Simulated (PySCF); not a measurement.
# NMR shielding calculation of C$_{3}$H$_{11}$B$_{3}$O

- system: C$_{3}$H$_{11}$B$_{3}$O, SMILES BOCBB(C)C
- method: GIAO PBE0/pcSseg-1 NMR shielding, non-relativistic, gas phase (PySCF 2.14.0)

The geometry comes from this level: GFN2-xTB. It belongs to a series of runs on one base structure; here: constitutional isomer. Figures and captions count atoms from 1; the log counts them from 0 in places.

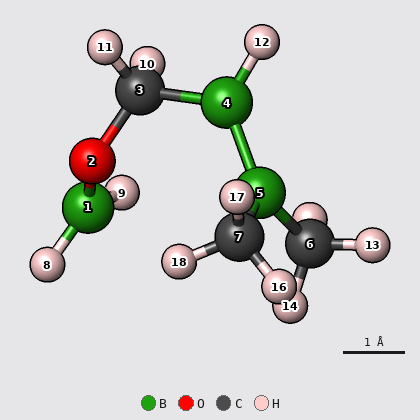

Figure 1. The structure as given in the input (ball-and-stick view, seen at a tilt; atoms are numbered from 1 in the order of the input).

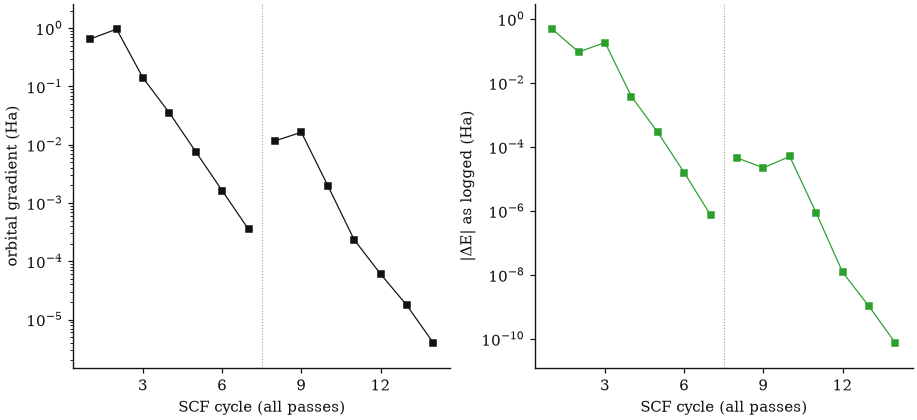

Figure 2. Convergence of the self-consistent field: orbital gradient and size of the energy change against the SCF cycle. The dotted line marks the change from a coarse to the final integration grid. The first 7 cycles use a coarse grid, the final grid takes over at cycle 8, and the field converges after 14 cycles in all.

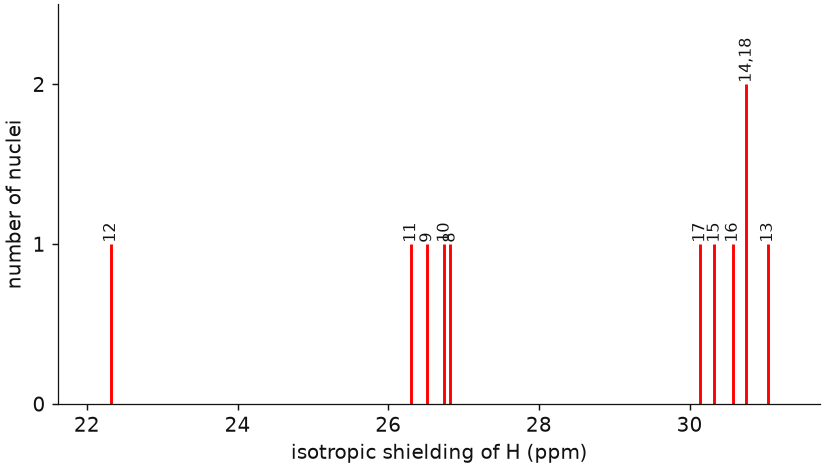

Figure 3. Isotropic shieldings of the hydrogen nuclei in this fixed geometry, labelled by atom number; shielding grows to the right, so chemical shift grows to the left. The least shielded is H12 (22.3 ppm), the most shielded H13 (31.0 ppm).

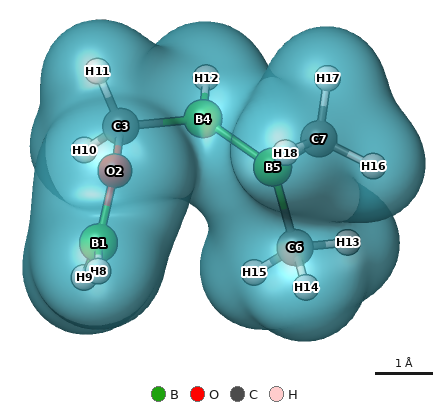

Figure 4. Isosurface of the electron density at 0.05 e/Å³ (cyan), seen face on. At this value the surface is in one piece. On the grid the lowest density along these lines, outside the cores, is 1.8 e/Å³ (B–O, 1.32 Å), 1.7 e/Å³ (C–O, 1.42 Å), 1.2 e/Å³ (C–B, 1.58 Å) and 1.2 e/Å³ (B–B, 1.64 Å).

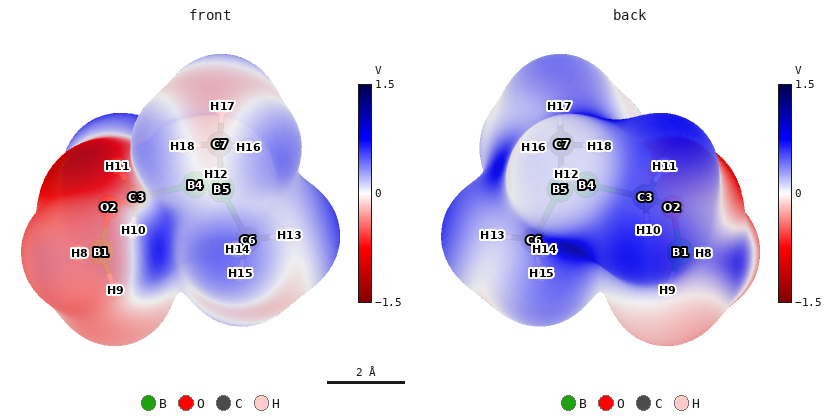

Figure 5. The electrostatic potential painted on the density surface at 0.001 e/bohr³, seen at a tilt and from behind; the colour scale runs from red (negative) to blue (positive). A positive charge is drawn to the negative regions and a negative charge to the positive ones. Its dipole moment is 1.55 D.

The input and output of the run follow.

### Input file
```
{"job": {"kind": "nmr", "xc": "PBE0", "basis": "pcSseg-1"}, "charge": 0, "multiplicity": 1}
B      2.152986    -0.101387    -1.420587
O      1.961551     0.365757    -0.205549
C      1.623187    -0.430513     0.924786
B      0.071562    -0.552345     1.234306
B     -1.027956     0.074654     0.196009
C     -1.660026    -0.788425    -0.977353
C     -1.473232     1.594788     0.250056
H      2.387978     0.702160    -2.243100
H      2.113452    -1.256701    -1.678789
H      2.026986    -1.445795     0.793027
H      2.160187     0.005105     1.777176
H     -0.157113    -1.143069     2.223076
H     -2.693616    -1.022966    -0.720344
H     -1.698821    -0.233158    -1.912871
H     -1.155954    -1.732811    -1.168022
H     -2.410277     1.803670    -0.261637
H     -1.533662     2.004831     1.255958
H     -0.695991     2.162521    -0.264038
```

The first line tells a small driver script what to run in PySCF; the rest is the geometry in Å.

Launched with:
```bash
OMP_NUM_THREADS=1 python <driver script> task.json out
```

### Output
```
coarse grid: 14424 points
cycle   1  E = -270.1934861562  dE =  4.818e-01  |g| = 6.540e-01  |ddm| = 3.536e+00
cycle   2  E = -270.1007492218  dE =  9.274e-02  |g| = 9.640e-01  |ddm| = 1.373e+00
cycle   3  E = -270.2844953352  dE = -1.837e-01  |g| = 1.401e-01  |ddm| = 9.087e-01
cycle   4  E = -270.2882678023  dE = -3.772e-03  |g| = 3.524e-02  |ddm| = 1.183e-01
cycle   5  E = -270.2885537126  dE = -2.859e-04  |g| = 7.573e-03  |ddm| = 3.500e-02
cycle   6  E = -270.2885695382  dE = -1.583e-05  |g| = 1.630e-03  |ddm| = 9.368e-03
cycle   7  E = -270.2885702743  dE = -7.361e-07  |g| = 3.529e-04  |ddm| = 2.262e-03
final grid: 137552 points
cycle   8  E = -270.3357211802  dE = -4.541e-05  |g| = 1.164e-02  |ddm| = 3.094e-02
cycle   9  E = -270.3356988188  dE =  2.236e-05  |g| = 1.638e-02  |ddm| = 1.771e-02
cycle  10  E = -270.3357492424  dE = -5.042e-05  |g| = 1.994e-03  |ddm| = 1.084e-02
cycle  11  E = -270.3357501098  dE = -8.674e-07  |g| = 2.347e-04  |ddm| = 1.931e-03
cycle  12  E = -270.3357501220  dE = -1.224e-08  |g| = 6.054e-05  |ddm| = 2.435e-04
cycle  13  E = -270.3357501230  dE = -1.048e-09  |g| = 1.747e-05  |ddm| = 8.371e-05
cycle  14  E = -270.3357501231  dE = -7.481e-11  |g| = 3.967e-06  |ddm| = 2.308e-05
converged SCF energy = -270.3357501231

GIAO shielding tensors (ppm)
atom      isotropic    diamagn.    paramagn.     s11        s22        s33       span
  0 B       55.777     196.693    -140.916     25.090     40.662    101.580     76.490
  1 O      100.476     397.116    -296.641   -112.253     67.119    346.561    458.813
  2 C      101.830     247.886    -146.056     77.522     86.540    141.429     63.908
  3 B       -3.676     193.599    -197.275   -120.399    -11.609    120.979    241.378
  4 B       -3.344     191.144    -194.488    -92.128    -42.361    124.457    216.584
  5 C      171.797     253.120     -81.323    146.572    178.149    190.671     44.099
  6 C      170.229     252.764     -82.534    145.316    176.802    188.569     43.253
  7 H       26.825      31.321      -4.495     26.059     26.509     27.908      1.848
  8 H       26.516      31.971      -5.455     24.559     26.524     28.464      3.904
  9 H       26.747      29.475      -2.729     24.002     25.489     30.749      6.747
 10 H       26.300      28.326      -2.026     22.717     25.066     31.118      8.401
 11 H       22.316      30.385      -8.069     11.999     25.509     29.441     17.442
 12 H       31.037      29.685       1.352     26.737     29.180     37.195     10.457
 13 H       30.734      31.908      -1.175     27.814     29.432     34.955      7.141
 14 H       30.331      32.535      -2.204     27.275     28.887     34.830      7.554
 15 H       30.571      30.585      -0.014     27.168     29.634     34.910      7.742
 16 H       30.137      30.707      -0.569     26.658     28.636     35.118      8.460
 17 H       30.777      31.706      -0.929     27.551     28.540     36.239      8.688
```

### Key numbers

- outcome: converged
- total energy: −270.335750 hartree
- HOMO: −7.86 eV
- LUMO: −1.35 eV
- dipole moment: 1.55 D
- isotropic shielding, B: −3.7 to 55.8 ppm
- isotropic shielding, O: 100.5 ppm
- isotropic shielding, C: 101.8 to 171.8 ppm
- isotropic shielding, H: 22.3 to 31.0 ppm
- hardware: 1 CPU thread, shared host
- wall time: 56 s
- peak memory: 0.85 GiB
